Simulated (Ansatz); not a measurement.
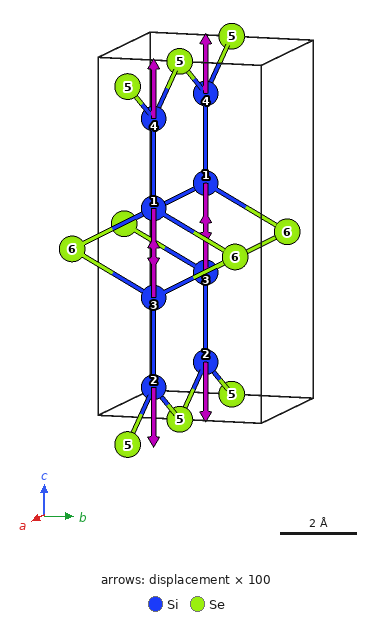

This is a relaxation of crystalline Si2Se (a generated structure, set up in P4_2/mmc). The starting structure is drawn; purple arrows show the displacements (the part carried along by the change of the cell is left out), magnified 100 times.

The picture is a ball-and-stick view of the cell of the calculation, repeated 2 × 1 × 1 with one cell outlined, seen slightly off an axis.

All numbers below come from Ansatz, DFT PBE, scalar-relativistic, plane waves, PAW.

The input:
```yaml
crystal:
  lattice:
    - [4.5096923201, 0.0, 0.0]
    - [0.0, 4.5096923201, 0.0]
    - [0.0, 0.0, 9.5464024439]
  atoms:
    - { symbol: Si, position: [0.5, 0.5, 0.6246811777] }
    - { symbol: Si, position: [0.5, 0.5, 0.1246811777] }
    - { symbol: Si, position: [0.5, 0.5, 0.3753188223] }
    - { symbol: Si, position: [0.5, 0.5, 0.8753188223] }
    - { symbol: Se, position: [0.0, 0.5, 0.0] }
    - { symbol: Se, position: [0.5, 0.0, 0.5] }
basis:
  ecutwfc: 420
kpoints:
  mp_grid: { grid: [8, 8, 4] }
hamiltonian:
  xc: pbe
scf:
  occupations: { method: gaussian, width: 0.1 }
output:
  forces: true
  stress: true
  eigenvalues: true
relax:
  adjacent_minimum: "off"
  f_tol: 0.01
  max_steps: 80
  cell: { stress_tol: 0.05 }
```

Command:
```bash
ansatz run input.yaml --threads 1 --pin off --max-ram 2560MiB --backend cpu --events-out ev --progress --plain --runs-dir out
```

Atoms of which element are displaced furthest, and by how much?

Silicon: up to 0.016 Å, against 0.000 Å for selenium.

What did the optimiser do to the structure, and how much energy did it gain?

The energy falls by 7.4 meV per cell of the calculation in 6 accepted moves (7 points after the start). Largest force component: 0.1 eV/Å at the start, 0.0052 eV/Å at the end. Pressure: 0.55 GPa at the start and 0.00 GPa at the end. At 1 point the geometry stayed and the basis and grid were re-selected for the new cell (energy shift of 0.5 meV per cell of the calculation at most each time). The largest moves relative to the cell, 0.016 Å, are those of Si1, Si2, Si3 and Si4. Si1 goes along −c. Se stays in place. Cell: a = b 4.510 → 4.593 Å (+1.8 %), c 9.546 → 9.558 Å (+0.1 %). Volume +3.9 %. Among the contacts that change: Si1–Si4 2.393 → 2.428 Å, Si1–Se6 2.550 → 2.580 Å, Si1–Si3 2.381 → 2.351 Å. The space group stays P4_2/mmc (No. 131).
